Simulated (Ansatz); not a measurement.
# A hypothetical structure for LuBeSi2, part 2 of 2

This structure for LuBeSi2 is made up. Its elements were placed in a known structure type with a cell scaled to their sizes. What cell does the guess relax to, and how far off was it?

Ansatz 0.2.0; DFT, PBEsol, plane-wave PAW, files of the set soft_1, scalar-relativistic, no spin, cell and ions relaxed at zero pressure; PAW set soft_1 (the session's first sound run).

So far: Set-up; Relaxing cell and atoms. The relaxed cell has a, b, c = 3.777, 15.811, 4.016 Å (conventional setting).

## Step 3: Electronic structure of the relaxed cell

A second self-consistent run takes a narrower smearing and the mesh shown in its input; the bands follow along the standard path of the relaxed lattice.

This step: DFT, PBEsol, plane-wave PAW, files of the set soft_1, scalar-relativistic, no spin, bands and density of states at the relaxed cell; PAW set soft_1 (Ansatz 0.2.0).

Input file input.yaml:

```yaml
crystal:
  lattice:
    - [1.8885738803, -7.9054296852, 0.0]
    - [1.8885738803, 7.9054296852, 0.0]
    - [0.0, 0.0, 4.016454627]
  atoms:
    - { symbol: Lu, position: [0.1037123994, 0.8962876006, 0.75] }
    - { symbol: Lu, position: [0.8962876006, 0.1037123994, 0.25] }
    - { symbol: Si, position: [0.2522735979, 0.7477264021, 0.25] }
    - { symbol: Si, position: [0.7477264021, 0.2522735979, 0.75] }
    - { symbol: Si, position: [0.4628256083, 0.5371743917, 0.75] }
    - { symbol: Si, position: [0.5371743917, 0.4628256083, 0.25] }
    - { symbol: Be, position: [0.6741255513, 0.3258744487, 0.25] }
    - { symbol: Be, position: [0.3258744487, 0.6741255513, 0.75] }
kpoints:
  mp_grid: { grid: [8, 8, 8] }
  band_path:
    path:
      - [[0.0, 0.0, 0.0], [0.2642678, 0.2642678, 0.0], [0.0, 0.5, 0.0], [0.0, 0.5, 0.5], [0.2642678, 0.2642678, 0.5], [0.0, 0.0, 0.5], [0.0, 0.0, 0.0], [-0.5, 0.5, 0.0], [-0.2642678, 0.7357322, 0.0], [-0.2642678, 0.7357322, 0.5], [-0.5, 0.5, 0.5], [-0.5, 0.5, 0.0]]
      - [[0.0, 0.0, 0.5], [-0.5, 0.5, 0.5]]
    npoints: 6
scf:
  occupations: { method: fermi_dirac, width: 0.03 }
  n_extra_bands: 12
hamiltonian:
  xc: pbesol
  pseudopotentials: { kind: paw, azcp: { folder: soft_1 }, xc_functional: pbe }
output:
  forces: true
  stress: true
  write_bands: true
  dos: { projected: true }
  write_density: true
  write_potential: true
  elf: true
  volumetric_format: npy
```

Started as:

```sh
$ ansatz run input.yaml --threads 4 --pin off --max-ram 10240MiB --backend cpu --events-out ev --progress --plain --runs-dir out
```

Numbers of over 12 decimals in the logs are rounded to 6 here.

Output:

```text
[...]
Lu: projections on atomic orbitals take those of the free atom [Kr 4d10] 4f14 5s2 5p6 5d1 6s2, of charge +0.00 (hamiltonian.pseudopotentials.projection_atoms); the dataset's partial waves leave at most 4.6e-5 of an orbital's norm unspanned inside its sphere
[...]
Crystal: 8 atoms, lattice volume = 119.931 Å³
Basis set: ecut = 420 eV, 2361 PW (Γ), FFT grids on a1+a2, a2, a3, exchange–correlation on 54×120×54 points (8 copies of the dense FFT grid, shifted against one another)
Bands: 47, of which v1, the nominal top of the filled ones, is band 35 counted from 1 (34 counted from 0)
Symmetry: 8 space group operations
[...]
k-points: 105 of 512
[...]
SCF iter   1: F=—  HF=-31894.768811 eV  |F-HF|=—  |Δ(HF+E_count)|=         —  Δρ=3.18e-2  dr2=2.13e0  ethr=3.10e-3  ⟨swp⟩=8.7  Hψ=27166  notcnv=0  defer=40
[...]
SCF iter   9: F=-31894.164347 eV  HF=-31894.164347 eV  |F-HF|=6.40e-8  |Δ(HF+E_count)|=   6.96e-7  Δρ=5.13e-6  dr2=4.94e-8  ethr=1.43e-10  ⟨swp⟩=20.5  Hψ=63484  notcnv=0
SCF 1 converged in 9 iterations: F = -31894.164347 eV  dr2 = 4.94e-8
[...]
NSCF: frozen V_eff on 74 k-points
SCF converged after 9 iterations
Free energy (F): -31894.164347 eV
[...]
Internal energy: -31894.154296 eV  (E = F + TS)
E sigma→0 (E₀):  -31894.159322 eV
Entropy (-TS):   -0.010051 eV (-1.256 meV/atom)
Fermi energy:    13.189991 eV
[...]
--- Forces (eV/Å), atoms counted from 1 ---
  atom   1  Lu     0.00000000     0.03338318     0.00000000
  atom   2  Lu     0.00000000    -0.03338318     0.00000000
  atom   3  Si     0.00000000     0.08238722     0.00000000
  atom   4  Si     0.00000000    -0.08238722     0.00000000
  atom   5  Si     0.00000000    -0.03067945     0.00000000
  atom   6  Si     0.00000000     0.03067945     0.00000000
  atom   7  Be     0.00000000    -0.00067959     0.00000000
  atom   8  Be     0.00000000     0.00067959     0.00000000
  max |Σ_I F_I| component: 1.37e-17 eV/Å
--- Stress (GPa, compression-positive) ---
        0.936559       0.000000       0.000000
        0.000000      -0.037784       0.000000
        0.000000       0.000000      -0.953578
  P = ⅓ Tr σ = -0.0183 GPa (-0.183 kbar)
--- Band table (eV; the first three rows and the last of 105) ---
  k-point 0: bands = [... 31 lower, 10.9986, 11.3934, 11.7443, 12.3322, 12.8619, 13.5841, 14.7204, 15.3472, ... 8 higher]
  k-point 1: bands = [... 31 lower, 11.0144, 11.0235, 12.4592, 12.7108, 12.8376, 13.3784, 14.3339, 14.3749, ... 8 higher]
  k-point 2: bands = [... 31 lower, 11.0296, 11.3535, 12.6689, 13.0722, 13.3736, 13.4166, 13.9852, 14.0116, ... 8 higher]
  k-point 104: bands = [... 31 lower, 10.6863, 11.9561, 11.9561, 12.9795, 12.9795, 14.0594, 14.0594, 15.8870, ... 8 higher]
```

The job ended after 8.7 s (4 threads of INTEL XEON PLATINUM 8581C at 2.30GHz (Emerald Rapids), shared host; peak memory 0.81 GiB).

Numbers from this step:

| Item | Value |
| --- | --- |
| free energy | -31894.1643 eV |
| energy at zero smearing | -31894.1593 eV |
| smearing term TS | 0.01005 eV |
| Fermi energy | 13.19 eV |
| pressure | -0.01827 GPa |

bands.tsv at the labelled points (eV, zero at the Fermi level; the bands that come nearest the Fermi level along the path):

```tsv
point	band 33	band 34	band 35	band 36	band 37	band 38	band 39	band 40
Γ	-1.80	-1.45	-0.86	-0.33	0.39	1.53	2.16	2.20
X	-2.03	-1.87	-0.84	-0.55	-0.37	-0.19	0.68	1.40
S	-2.34	-1.47	-0.82	-0.58	-0.55	-0.28	1.37	1.38
R	-3.55	-3.55	0.80	0.80	1.93	1.93	3.46	3.46
A	-3.46	-3.46	0.53	0.53	2.52	2.52	3.00	3.00
Z	-1.65	-1.65	-0.48	-0.48	0.85	0.85	1.20	1.20
Γ	-1.80	-1.45	-0.86	-0.33	0.39	1.53	2.16	2.20
Y	-1.83	-1.24	-0.28	0.20	0.30	0.61	1.98	2.03
X1	-2.03	-1.87	-0.84	-0.55	-0.37	-0.19	0.68	1.40
A1	-3.46	-3.46	0.53	0.53	2.52	2.52	3.00	3.00
T	-1.23	-1.23	-0.21	-0.21	0.87	0.87	2.70	2.70
Y	-1.83	-1.24	-0.28	0.20	0.30	0.61	1.98	2.03
Z	-1.65	-1.65	-0.48	-0.48	0.85	0.85	1.20	1.20
T	-1.23	-1.23	-0.21	-0.21	0.87	0.87	2.70	2.70
```

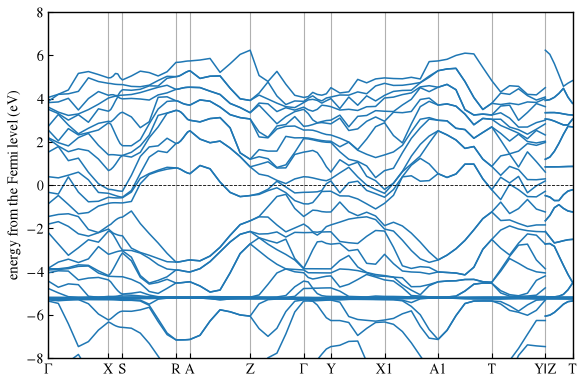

Bands along the path. 10 bands lie wholly below the window drawn.

States per cell as run, both spins, in windows of 1 eV, from dos.tsv (zero at the Fermi level):

```
from  to  total
  -8  -7   1.29
  -7  -6   1.76
  -6  -5  29.32
  -5  -4   4.09
  -4  -3   3.87
  -3  -2   3.50
  -2  -1   1.78
  -1   0   2.18
   0   1   3.62
   1   2   3.99
   2   3   4.42
   3   4   5.56
```

A further 22.2 states lie below the table's range.

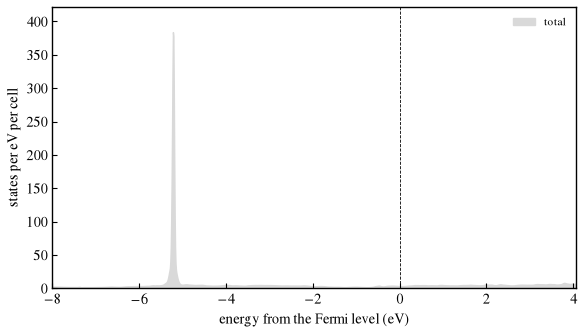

Total density of states, smoothed over about 0.04 eV.

Force by atom:

| atom | x (eV/Å) | y (eV/Å) | z (eV/Å) | size |
| --- | --- | --- | --- | --- |
| Lu1 | 0.0000 | 0.0334 | 0.0000 | 0.0334 |
| Lu2 | 0.0000 | -0.0334 | 0.0000 | 0.0334 |
| Si3 | 0.0000 | 0.0824 | 0.0000 | 0.0824 |
| Si4 | 0.0000 | -0.0824 | 0.0000 | 0.0824 |
| Si5 | 0.0000 | -0.0307 | 0.0000 | 0.0307 |
| Si6 | 0.0000 | 0.0307 | 0.0000 | 0.0307 |
| Be7 | 0.0000 | -0.0007 | 0.0000 | 0.0007 |
| Be8 | 0.0000 | 0.0007 | 0.0000 | 0.0007 |

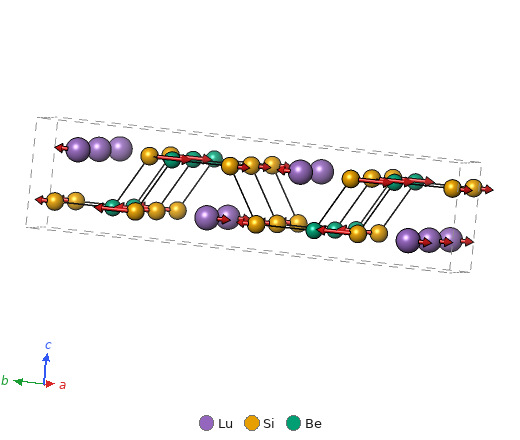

Force as arrows, the longest 0.0824 eV/Å. 2×1×1 conventional cells are drawn. Some periodic images of atoms are drawn too.

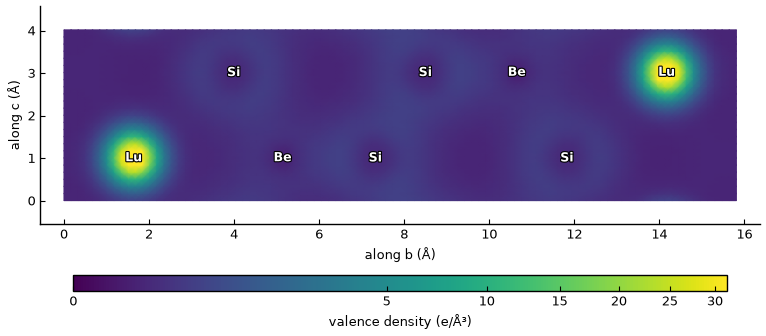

Valence density in the bc plane of the conventional cell at fractional x = 0.000, with atoms of Lu and Si and Be within 0.2 Å of it. It is the smooth field of the valence electrons, not physical close to the nuclei. The colour scale is stretched toward low values.

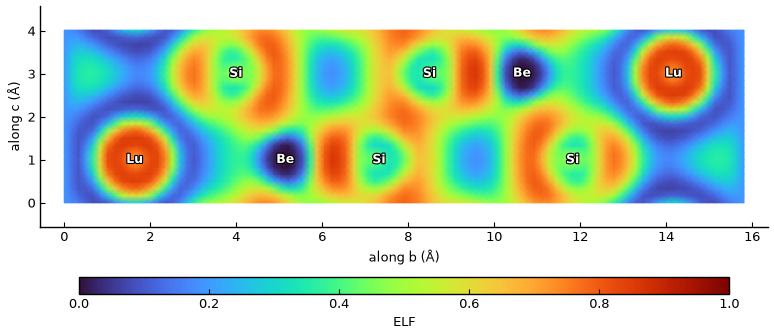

ELF in the bc plane of the conventional cell at fractional x = 0.000, with atoms of Lu and Si and Be within 0.2 Å of it. It is the smooth field of the valence electrons, not physical close to the nuclei.

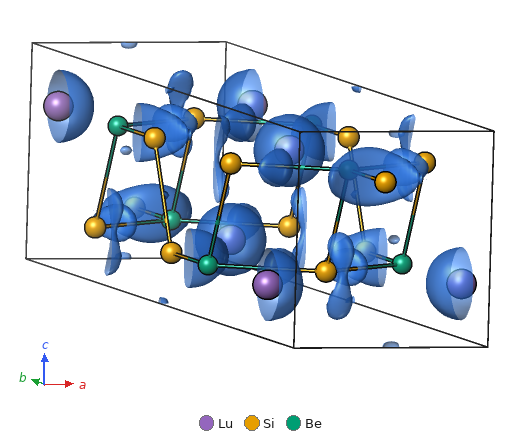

Surface of ELF = 0.78.

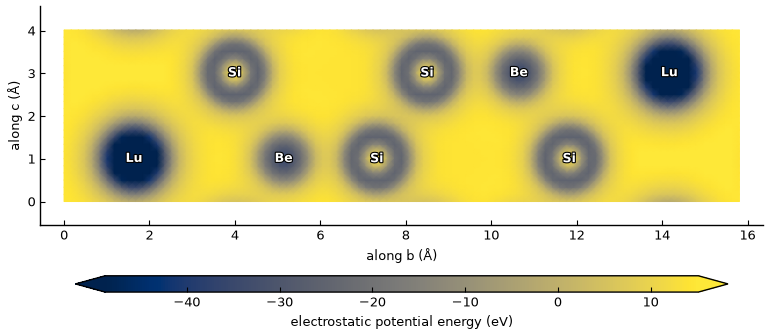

Electrostatic potential energy in the bc plane of the conventional cell at fractional x = 0.000, with atoms of Lu and Si and Be within 0.2 Å of it. With pseudopotentials it is smooth inside the atoms' cores, unlike the true potential.

## Step 4: Results

* space group, relaxed: Cmcm
* conventional cell: a = 3.777, b = 15.811, c = 4.016 Å; α = 90.0°, β = 90.0°, γ = 90.0°
* volume per atom: 14.99 Å³ (guess 14.77)

LuBeSi2 relaxes to Cmcm with a = 3.777, b = 15.811 and c = 4.016 Å. The guessed volume was near the relaxed one. The space group Cmcm was held in the relaxation, so the end point is a stationary structure within it and may be a saddle against distortions or other arrangements. Bands cross the Fermi level, so it is a metal or semimetal at this level. On the 8×8×8 mesh with the narrower smearing (relaxed on 7×7×7) the largest force component is 0.082 eV/Å and the largest stress component is 0.954 GPa, against the relaxation's thresholds of 0.015 eV/Å and 0.05 GPa. The cutoff wasn't tested. Spin-orbit coupling is left out, which can matter for elements this heavy. No dispersion term is used, so weakly bound directions may come out too long. Nothing here tests whether the compound is stable against decomposition.

[Logs are printed without paths, hosts, clocks, repeated set-up lines and the standing remarks that a program may print on its own settings, such as how far it seeks lower states.]

[Hosts, paths, dates, database ids (printed as entryN), source tags and the programs' standing remarks are cut or masked in the printed files.]
